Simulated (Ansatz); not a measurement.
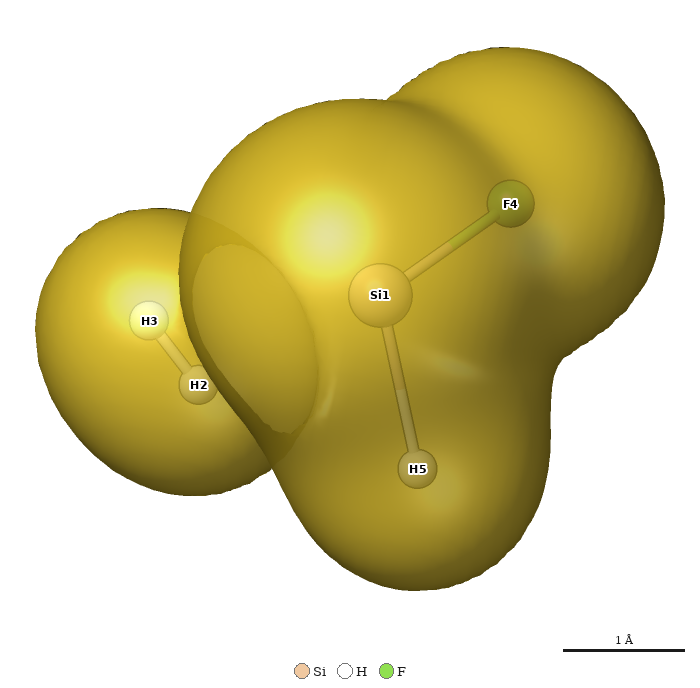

FHSi···H₂. Isosurface of the electron density at 0.05 e/Å³ (yellow), seen at a tilt.

Not at a stationary point (largest force 1.6 eV/Å).

The calculation used RKS PBE-D4/def2-mTZVP in Ansatz 0.2.0.

```yaml
atoms:
  - { symbol: Si, position_ang: [-0.1135, 0.0377, -0.9788] }
  - { symbol: H, position_ang: [1.2322, -0.2429, 1.2997] }
  - { symbol: H, position_ang: [1.7434, 0.0880, 0.9249] }
  - { symbol: F, position_ang: [-1.0093, 1.2839, -0.3851] }
  - { symbol: H, position_ang: [-0.7073, -1.0607, -0.0501] }
```

Q: What does this surface tell about the bonding?

A: At this value the surface is in one piece. It bridges the sampled Si···H (2.66 Å), Si–F (1.65 Å), H–H (0.72 Å) and Si–H (1.56 Å) contacts, where the density stays above the isovalue. On the grid the lowest density along these lines, outside the cores, is 0.08 e/Å³ (Si···H, 2.66 Å), 0.89 e/Å³ (Si–F, 1.65 Å), 1.8 e/Å³ (H–H, 0.72 Å) and 0.74 e/Å³ (Si–H, 1.56 Å).
